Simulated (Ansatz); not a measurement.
# Series on glassy 77SiO2-6B2O3-8CaO-8MgO (mol %), by quench rate

Does a slower quench leave a cell of lower energy?

Computed with Ansatz 0.2.0: Kohn-Sham DFT, r2SCAN, PAW (set soft_2). Every run is a single point, with the atoms held where the recipe put them (cutoff of the plane-wave runs 500 eV, fixed occupations).

First member: 142 atoms (37 Si, 6 B, 4 Ca, 4 Mg, 91 O) placed at random at 2.31 g/cm³, melted at 3000 K for 20 ps at fixed volume with the Buckingham and Coulomb pair potential of Guillot and Sator (Geochim. Cosmochim. Acta 71, 1249 (2007)) with the boron terms of Wang et al. (J. Non-Cryst. Solids 498, 294 (2018)). Quenched from 3000 K to 300 K at 10 K/ps and fixed volume, held 10 ps at zero pressure.

Last member: 142 atoms (37 Si, 6 B, 4 Ca, 4 Mg, 91 O) placed at random at 2.31 g/cm³, melted at 3000 K for 20 ps at fixed volume with the Buckingham and Coulomb pair potential of Guillot and Sator (Geochim. Cosmochim. Acta 71, 1249 (2007)) with the boron terms of Wang et al. (J. Non-Cryst. Solids 498, 294 (2018)). Quenched from 3000 K to 300 K at 1000 K/ps and fixed volume, held 10 ps at zero pressure.

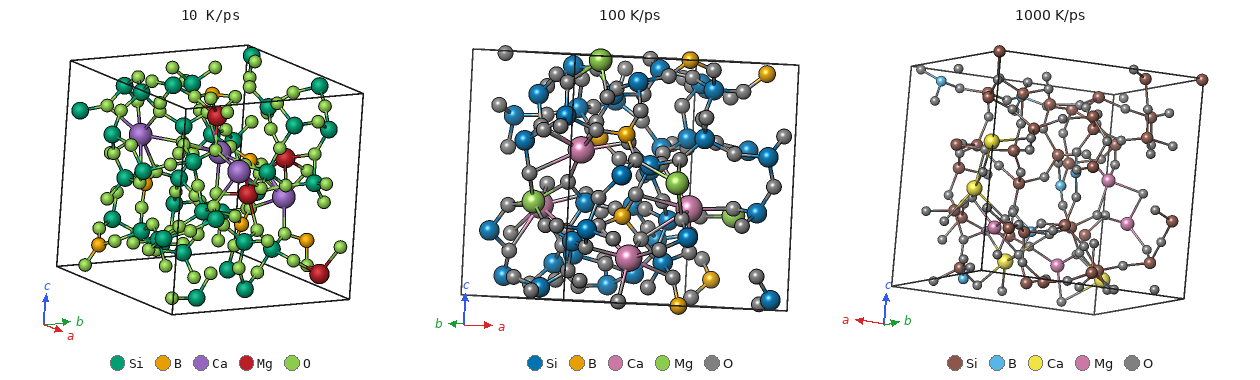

Three members of the series, labelled by quench rate. Bonds to atoms that aren't drawn are left out. Some periodic images of atoms are drawn too.

The members:

```
quench rate (K/ps)  reduced formula  atoms  valence electrons  k-mesh        basis  density (g/cm³)
                10  Ca4Mg4Si37B6O91    142                792   1×1×1  plane waves             2.59
                30  Ca4Mg4Si37B6O91    142                792   1×1×1  plane waves             2.48
               100  Ca4Mg4Si37B6O91    142                792   1×1×1  plane waves             2.60
               300  Ca4Mg4Si37B6O91    142                792   1×1×1  plane waves             2.43
              1000  Ca4Mg4Si37B6O91    142                792   1×1×1  plane waves             2.62
```

Each cell is one sample from a classical run, so sample-to-sample scatter enters every column; pressures lack the kinetic term.

The input of the first member, without its atom lines; other members have their own cell and atoms, and may differ in mesh, basis and outputs:

```yaml
crystal:
  lattice:
    - [12.17424, 0.0, 0.0]
    - [0.0, 12.17424, 0.0]
    - [0.0, 0.0, 12.17424]
  atoms:
    [... 142 lines ...]
kpoints:
  mp_grid: { grid: [1, 1, 1] }
hamiltonian:
  xc: r2scan
scf:
  occupations: { method: fixed }
output:
  forces: true
  stress: true
  populations: true
  dos:
    method: { smearing: { sigma: 0.15 } }
    de: 0.1
    projected: { site_lists: { B: [B], Ca: [Ca], Mg: [Mg], O: [O], Si: [Si] } }
  eigenvalues: true
  write_density: true
  write_potential: true
  volumetric_format: npy
```

Results; charges are mean Löwdin charges in e:

```
quench rate (K/ps)  energy less the first member's (meV/atom)  pressure (GPa)  r.m.s. force (eV/Å)  gap (eV)   q(B)  q(Ca)  q(Si)
                10                                        0.0           -4.68                 1.09                3.74  +0.66  +1.80  +1.82
                30                                        4.3           -3.74                 1.12                2.99  +0.67  +1.81  +1.82
               100                                       20.7           -4.76                 1.08                3.10  +0.68  +1.80  +1.80
               300                                       34.3           -5.54                 1.01                3.14  +0.70  +1.79  +1.81
              1000                                       27.4           -3.64                 1.07                3.75  +0.66  +1.79  +1.81
```

The gap is that between the highest filled and lowest empty Kohn-Sham level on the run's k-points; tail or defect levels can set it, and semilocal functionals tend to put gaps under measured ones. The projection misses up to 0.071 e an atom, so the charges add up to more than the cell's charge.

Bonds in each cell, which the recipe sets and DFT didn't move; cutoffs follow each cell's own g(r) within set bounds (mean length in Å, and neighbours of the second kind about the first):

```csv
quench rate (K/ps),O-Si length,O-Si count,B-O length,B-O count
10,1.636,1.63,1.424,3.33
30,1.631,1.63,1.436,3.50
100,-,-,-,-
300,1.638,1.63,1.422,3.33
1000,1.639,1.63,1.443,3.67
```

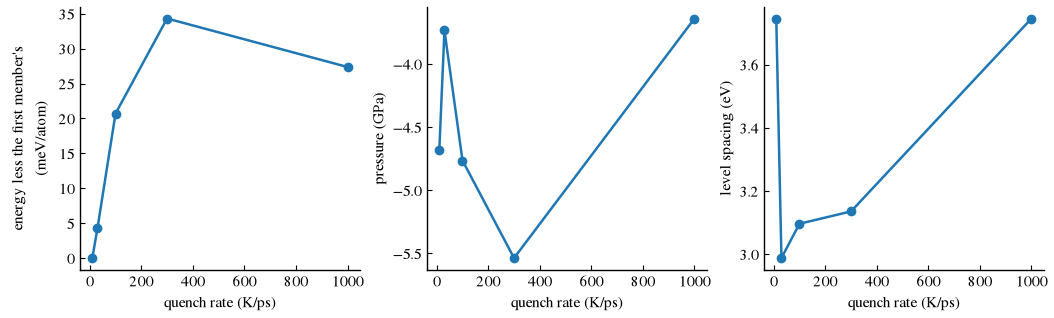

Results against quench rate.

Cost on 8 threads of Arm Neoverse V2, shared host:

| quench rate (K/ps) | atoms | basis | k-mesh | SCF cycles | time | host memory (GiB) |
| --- | --- | --- | --- | --- | --- | --- |
| 10 | 142 | plane waves | 1×1×1 | 10 | 47 s | 5.4 |
| 30 | 142 | plane waves | 1×1×1 | 10 | 52 s | 5.9 |
| 100 | 142 | plane waves | 1×1×1 | 10 | 47 s | 5.4 |
| 300 | 142 | plane waves | 1×1×1 | 11 | 55 s | 6.0 |
| 1000 | 142 | plane waves | 1×1×1 | 10 | 48 s | 5.4 |

Times include the outputs that each run asked for, on hosts shared with other jobs.

**Reading.** The energy against the first member is lowest at 10 K/ps (0.0 meV/atom) and highest at 300 K/ps (34.3 meV/atom), rising overall but not at every step; each member is a single configuration. The slowest quench gives the lowest energy, by only 4.3 meV/atom, within the scatter of single samples. The gap is lowest at 30 K/ps (2.99 eV) and highest at 1000 K/ps (3.75 eV), with no steady trend; in single samples it varies with the configuration. The mean charge on B lies between +0.66 and +0.70 e, with no steady trend. The density spans 2.43 to 2.62 g/cm³, so the columns mix its effect with that of the quench rate. The pressure is lowest at 300 K/ps (-5.5 GPa) and highest at 1000 K/ps (-3.6 GPa), with no steady trend. The cells differ in volume and aren't at zero pressure, which adds to their energy differences. The two fastest quenches lie 29 meV/atom above the two slowest on average.

**Limits.** The network of bonds at the start is that of the classical potential that made the cell, and needn't be the one that DFT or experiment would give. The cells aren't relaxed by DFT, which could reorder their energies. Even the slowest of these quenches is many orders faster than a laboratory quench.

[Logs are printed without paths, hosts, clocks, repeated set-up lines and the standing remarks that a program may print on its own settings, such as how far it seeks lower states.]

[Hosts, paths, dates, database ids (printed as entryN), source tags and the programs' standing remarks are cut or masked in the printed files.]
